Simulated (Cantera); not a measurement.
A closed system holds: 1 mol CH2F2, 1.3 mol H2, at 2.20 mbar.

These are equilibrium values from Cantera (NASA tables, ideal gas, pure condensed phases), not measurements of a reactor. Candidate condensed phases: C, C6H6, C7H8, C8H18; 95 gas species. Equilibrium is a limit: real reactors are often held back by kinetics, nucleation or transport.

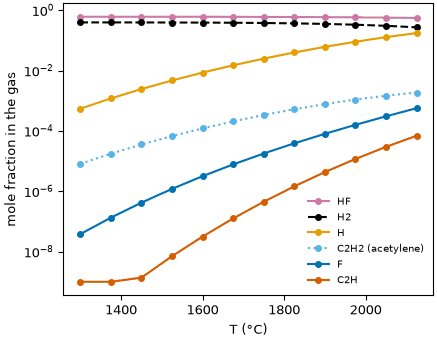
Figure: Equilibrium gas composition (values under 1e-9 drawn at 1e-9)

Question: Read off the mole fractions at 1750 °C.

Answer: HF about 0.60, H2 about 0.38, H about 0.025, C2H2 (acetylene) about 0.00034, F about 1.8e-5, C2H about 4.5e-7.
